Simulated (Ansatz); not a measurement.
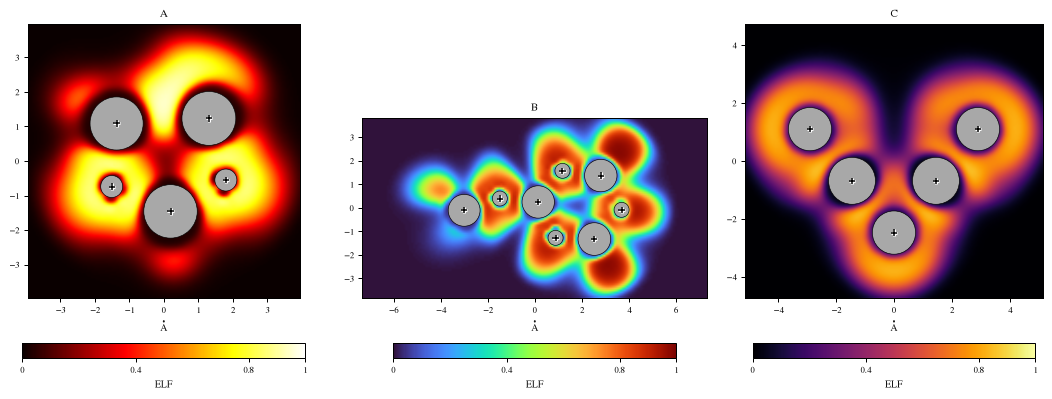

The ELF of 3 systems, each on a plane through atoms (crosses mark nuclei in the plane; grey discs cover the cores).

Level of theory: RKS PBE0-D4/def2-TZVP in Ansatz.

System 1: N$_{8}$Si$_{6}$, the plane of atoms N13, Si6 and N14. Geometry: r2SCAN-D4/def2-SVP.

```yaml
atoms:
  - { symbol: Si, position_ang: [1.1331, -0.9381, 3.7014] }
  - { symbol: Si, position_ang: [-0.1506, 3.3719, -1.6468] }
  - { symbol: Si, position_ang: [0.9237, -1.4720, -4.3281] }
  - { symbol: Si, position_ang: [0.0484, 0.2751, -1.7246] }
  - { symbol: Si, position_ang: [-1.4449, -1.7761, 3.6998] }
  - { symbol: Si, position_ang: [-0.3017, -0.8153, 1.2333] }
  - { symbol: N, position_ang: [-0.3682, 4.9067, -1.2487] }
  - { symbol: N, position_ang: [0.1079, 1.8579, -2.1852] }
  - { symbol: N, position_ang: [-0.3949, -0.4639, -0.3637] }
  - { symbol: N, position_ang: [-0.0850, -1.5665, 4.7024] }
  - { symbol: N, position_ang: [-0.2305, -0.7046, -3.2301] }
  - { symbol: N, position_ang: [1.2134, -0.6435, -2.8004] }
  - { symbol: N, position_ang: [1.1332, -0.5673, 2.0946] }
  - { symbol: N, position_ang: [-1.5838, -1.4642, 2.0963] }
```

System 2: Al$_{4}$As$_{4}$, the plane of atoms Al1, As5 and Al3. Geometry: PBE0-D4/def2-SVP.

```xyz
8

Al   -0.9419   -0.9892   -1.5280
Al   -0.7500   -1.3565    1.3406
Al    0.7501    1.3565   -1.3406
Al    0.9420    0.9892    1.5280
As   -1.0365    0.9662   -2.7378
As    2.5379    1.7492    0.0544
As   -0.8490   -2.9462   -0.3206
As   -0.6525    0.2308    3.0041
```

System 3: Al$_{6}$N$_{6}$, the plane of atoms Al2, N12 and Al5. Geometry: PBE-D4/def2-SVP.

```xyz
12

Al   -0.9752    1.3719   -1.0507
Al    1.0914   -1.1984    1.2153
Al    0.7164    1.2247    1.3678
Al    1.3374   -0.3154   -1.1302
Al   -1.1676   -1.4298   -0.7261
Al   -1.5379    0.0286    1.4887
N     2.0378    0.2960    0.4644
N    -0.9779    1.7179    0.7137
N     0.1651    0.5804   -2.2755
N     0.0539   -0.2470    2.4068
N    -1.3158   -0.1198   -2.0620
N     0.5724   -1.9091   -0.4122
```

Which map belongs to which system?

Panel A is system 3, Al$_{6}$N$_{6}$: the plane holds Al and N. Al–N (1.84 Å): the ELF peaks at about 0.85 in the valence shell of N, 0.7 Å from its nucleus, and is about 0.60 at the midpoint. Panel B is system 1, N$_{8}$Si$_{6}$: the plane holds Si and N. Si–N (1.61 Å): the ELF peaks at about 0.85 between the atoms (a polar covalent bond). Panel C is system 2, Al$_{4}$As$_{4}$: the plane holds Al and As. Al–As (2.30 Å): the ELF peaks at about 0.75 in the valence shell of As, 1.2 Å from its nucleus, and is about 0.75 at the midpoint.
